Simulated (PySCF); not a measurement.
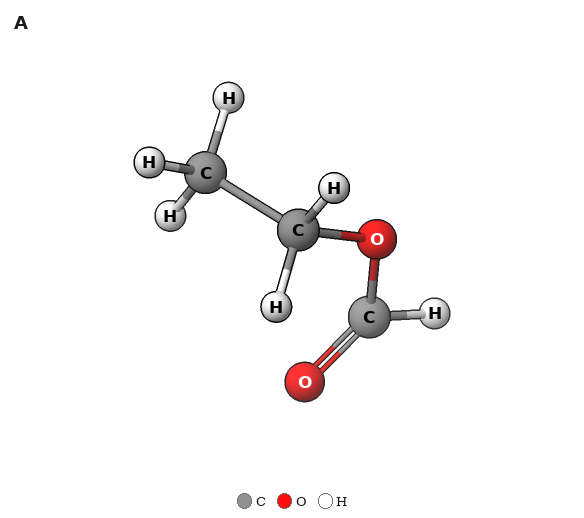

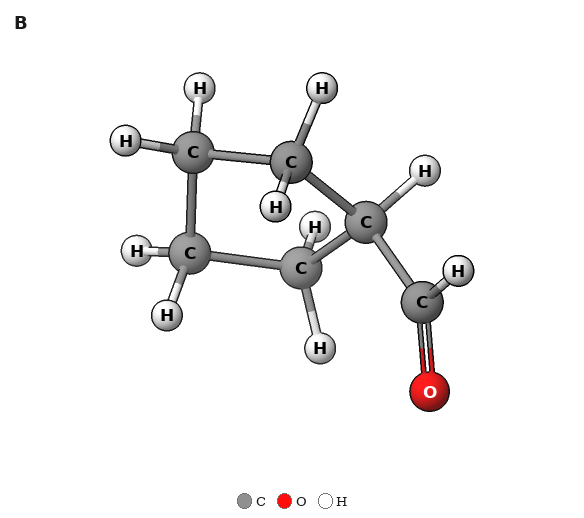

Two related species, optimised with GFN2-xTB; properties computed with PySCF 2.14.0. Both: charge 0, singlet.

Question. What are A and B?

Answer. A is C3H6O2 (CCOC=O), B is C6H10O (O=CC1CCCC1).

Compare them. With PBE0/pcSseg-1: dipole moment (D), HOMO–LUMO gap (eV), HOMO energy (Kohn–Sham orbital) (eV).

```tsv
quantity	A	B
dipole moment (D)	2.06	2.79
HOMO–LUMO gap (eV)	8.50	6.84
HOMO energy (Kohn–Sham orbital) (eV)	−8.22	−7.34
```

Each is one conformer, and no frequency run is at hand to confirm it as a minimum.
